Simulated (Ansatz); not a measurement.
Consider CH4BClOSi.

Input

```
crystal:
  periodic: [false, false, false]
  atoms:
    - { symbol: Cl, position_ang: [-2.6047, 0.7322, 0.1313] }
    - { symbol: B, position_ang: [-0.8473, 0.5419, -0.1373] }
    - { symbol: C, position_ang: [0.4091, 0.6071, 0.8262] }
    - { symbol: O, position_ang: [1.3441, -0.4063, 0.3409] }
    - { symbol: Si, position_ang: [0.2115, -0.858, -0.9279] }
    - { symbol: H, position_ang: [0.9534, 1.6046, 0.7589] }
    - { symbol: H, position_ang: [0.1798, 0.3982, 1.8963] }
    - { symbol: H, position_ang: [-0.3204, -2.1751, -0.7174] }
    - { symbol: H, position_ang: [-1.05795, 1.20125, -1.08058] }
magnetization:
  spin_polarized: true
basis:
  gaussian: { orbitals: "6-31G*" }
hamiltonian:
  xc: pbe0
  dispersion: d4
relax:
  f_tol: 0.02
  max_steps: 50
output:
  orbitals: {}
```

Launched as:

```sh
ansatz run input.yaml --threads 2 --pin off --max-ram 3072MiB --backend cpu --events-out ev --progress --plain --runs-dir out
```

The fields are those of the run's last geometry, not of the input's.

Computed with UKS PBE0-D4/6-31G* (Ansatz 0.2.0).

### What can the converged electron density and electron localisation function tell about the bonding?

B–Cl (1.80 Å): the density is about 1.2 e/Å³ at the midpoint; the ELF peaks at about 0.90 between the atoms: a polar covalent bond.

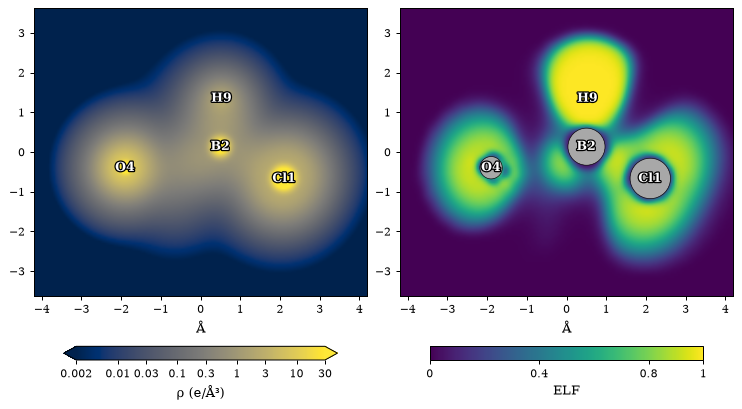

Computed electron density and electron localisation function on the plane of atoms Cl1, B2 and H9, in this order. Grey discs cover the atomic cores in the ELF map. 
